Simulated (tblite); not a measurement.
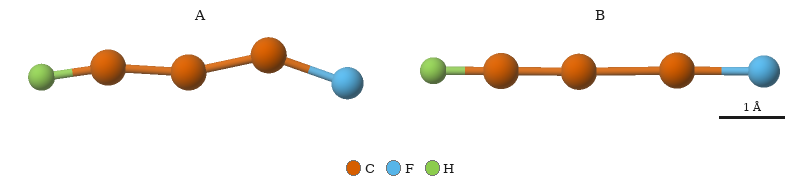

Two geometries of C$_{3}$HF (multiplicity 3), drawn at one scale. One is the start of a relaxation, the other its converged end. The picture is a ball-and-stick view, seen face on.

All numbers below come from GFN2-xTB geometry optimisation, gas phase (tblite 0.8.0). 

Q: Which one is relaxed?

A: Structure A is the relaxed one. The energy falls by 36.5 kcal/mol in 32 geometry steps. The largest move after the best rigid fit is that of the F atom, 0.31 Å. Largest moves by element: F 0.31 Å, C 0.27 Å, H 0.16 Å. Some distances before and after: C–C 1.530 → 1.277 Å, C–F 1.353 → 1.301 Å, C–C 1.212 → 1.255 Å, C–H 1.054 → 1.047 Å. Among the angles between lasting bonds that change: C–C–F 178.6° → 148.4°, C–C–C 178.7° → 164.4°, C–C–H 179.6° → 168.2°.
